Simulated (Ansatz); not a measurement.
**C3H5Sn (SMILES [CH2]1[CH]2[CH2][Sn-]12) (charge −1): density, localisation and related maps**

```yaml
atoms:
  - { symbol: C, position_ang: [0.3191, -1.6030, -0.4434] }
  - { symbol: C, position_ang: [-0.8210, -2.2869, 0.1700] }
  - { symbol: C, position_ang: [-2.0758, -1.5426, 0.0463] }
  - { symbol: Sn, position_ang: [-0.5190, -0.3962, 1.4135] }
  - { symbol: H, position_ang: [1.3067, -2.0726, -0.3467] }
  - { symbol: H, position_ang: [0.1522, -1.1274, -1.4240] }
  - { symbol: H, position_ang: [-0.7575, -3.2899, 0.6042] }
  - { symbol: H, position_ang: [-2.2842, -1.0660, -0.9258] }
  - { symbol: H, position_ang: [-2.9678, -1.9646, 0.5274] }
```

Geometry: r2SCAN-D4/def2-SVPD; core potentials replace the inner electrons of Sn; the highest occupied orbital lies above zero, a sign that basis and functional describe the outermost electron poorly.

Computed with isolated molecule in a Gaussian basis; Kohn-Sham density functional theory, functional PBE0 (Ansatz 0.2.0).

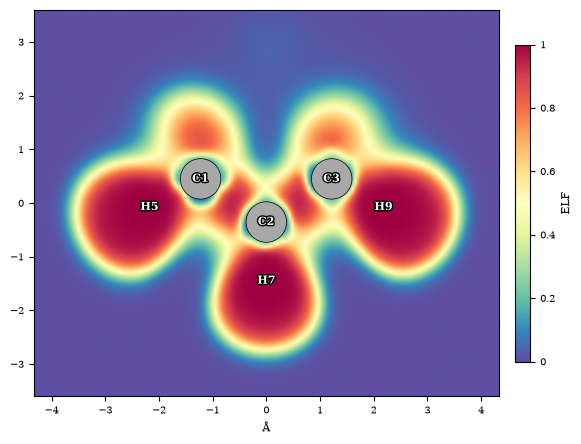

Figure 1. ELF on the plane of atoms C1, C2 and H7. Grey discs cover the atomic cores.

**Interpret the plot.**

Atoms in the plane: C and H.
C–C (1.46 Å): the ELF peaks at about 0.95 between the atoms: localised, covalent bonding.
C–H (1.09 Å): the ELF climbs to about 1 towards the hydrogen, as it does in any bond to H; a covalent bond by its length.

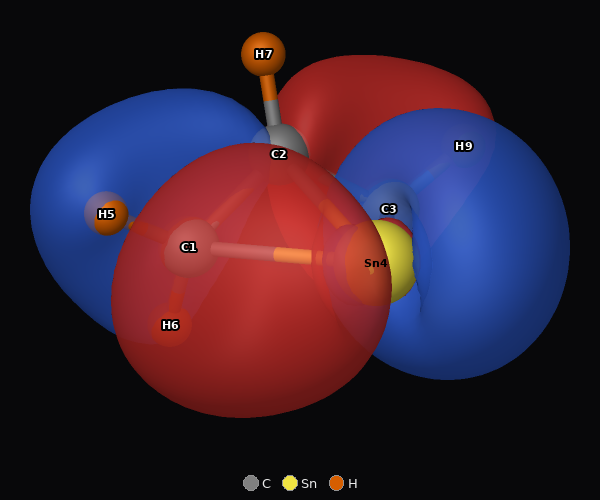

Figure 2. The HOMO−1 at ±0.06 Å⁻³ᐟ² (blue and red are the two phases), seen at a tilt.

**Where does this orbital lie, and at what energy?**

Its weight (Hirshfeld) is mainly on Sn4 (about 30 %), C1 (about 25 %), C3 (about 25 %) and C2 (about 5 %). Its energy is −1.51 eV.

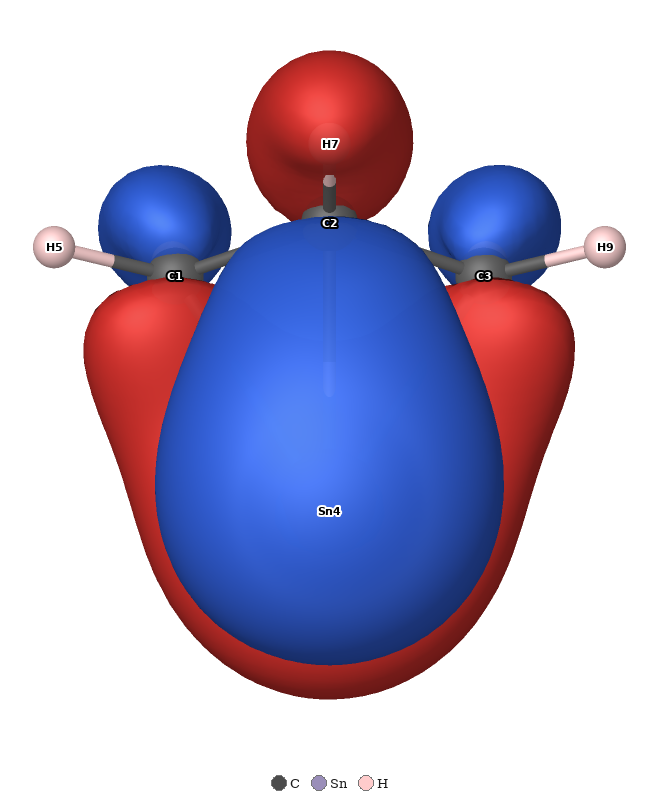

Figure 3. The HOMO at ±0.1 Å⁻³ᐟ² (red and blue are the two phases), seen from one side.

**What is the character of this orbital?**

Its weight (Hirshfeld) is mainly on Sn4 (about 60 %), C2 (about 10 %), C1 (about 10 %) and C3 (about 10 %). Its energy is 0.86 eV.
